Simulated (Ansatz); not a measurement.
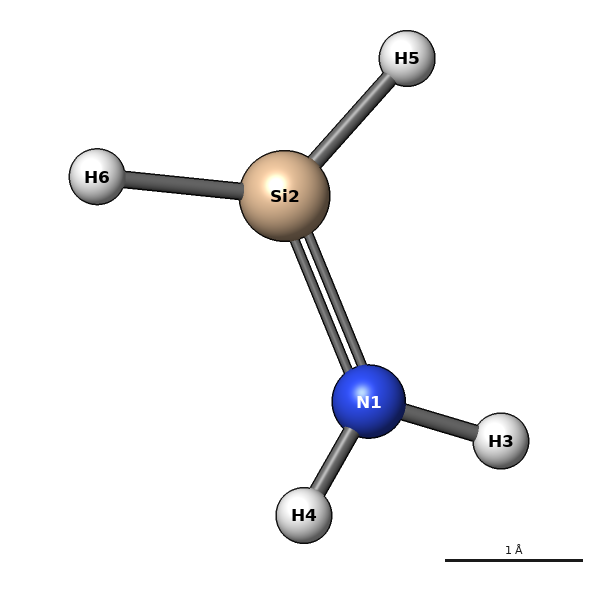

(Drawn from a calculation with Ansatz.)

Atoms carry their numbers in the input. The species has charge +1 and is a spin singlet. Geometry: atoms displaced at random (about 0.03 Å) from a stationary point of GFN2-xTB.

What is the geometry at Si2?

Answer. Si2 has 3 neighbours (N1 at 1.63, H5 at 1.39, H6 at 1.44 Å); the arrangement is trigonal planar.

What is the geometry at N1?

Answer. N1 has 3 neighbours (Si2 at 1.63, H3 at 1.04, H4 at 1.01 Å); the arrangement is trigonal planar.
